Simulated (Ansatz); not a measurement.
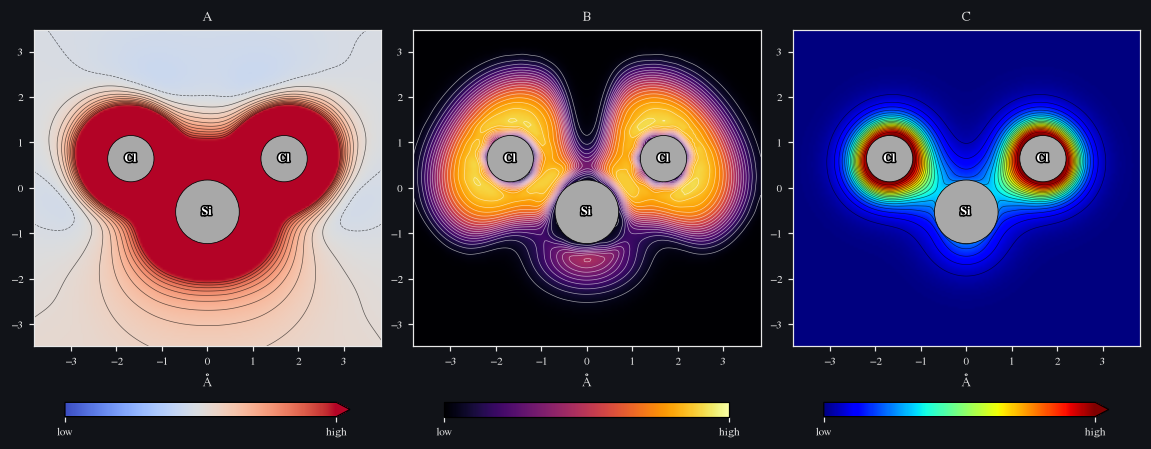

Cl₂H₂Si: 3 fields on the plane of atoms Cl2, Si1 and Cl3, with unlabelled colour scales. Grey discs cover the atomic cores.

All numbers below come from RKS PBE0-D4/def2-mTZVP (Ansatz 0.2.0).

**Which field does each panel show? The fields are: electron density, electron localisation function and electrostatic potential.**

Panel A: electrostatic potential (strongly positive close to the atoms and fading to about zero outside). Panel B: electron localisation function. Panel C: electron density. From the grid: Si–Cl (2.05 Å): the density is about 0.9 e/Å³ at the midpoint; the ELF peaks at about 0.90 between the atoms: a polar covalent bond.
